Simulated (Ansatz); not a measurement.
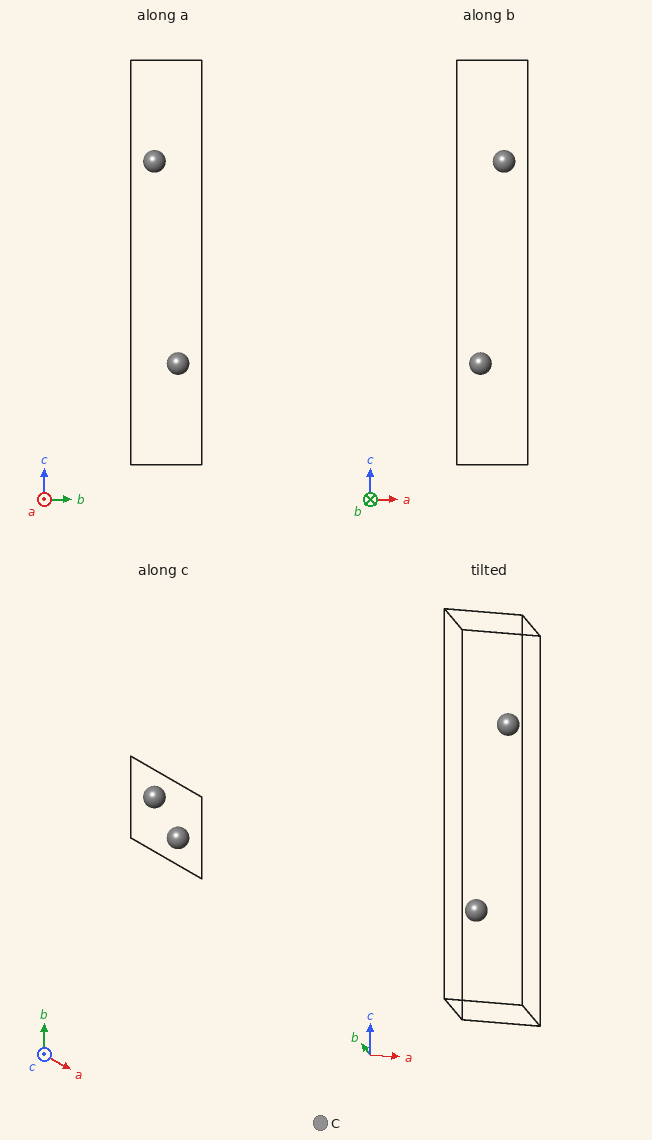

The crystal in a ball-and-stick representation, seen along the a axis, along the b axis, along the c axis and slightly off an axis. The conventional unit cell is drawn as a box.

Lattice parameters: a = 1.7291 Å, b = 1.7291 Å, c = 8.5537 Å, α = 90.000°, β = 90.000°, γ = 120.000°.

Q: Give the atomic positions as a CIF with its space group and independent sites.

A:
```cif
data_structure
_symmetry_space_group_name_H-M 'P 63/m m c'
_symmetry_Int_Tables_number 194
_cell_length_a 1.7291
_cell_length_b 1.7291
_cell_length_c 8.5537
_cell_angle_alpha 90.000
_cell_angle_beta 90.000
_cell_angle_gamma 120.000
_cell_volume 22.15
loop_
_atom_site_label
_atom_site_type_symbol
_atom_site_symmetry_multiplicity
_atom_site_Wyckoff_symbol
_atom_site_fract_x
_atom_site_fract_y
_atom_site_fract_z
_atom_site_occupancy
C1 C 2 c 0.3333 0.6667 0.2500 1
```

The structure comes from a structure type filled with this element by a generator (whether the element takes this form wasn't checked). Earlier steps of the study may have refined or changed the cell and positions. Ansatz was used for an electronic-structure calculation on it.

At this level of theory the cell isn't at rest (compressed, at 6 GPa), so its distances can differ from those at equilibrium, the more so the softer the solid.
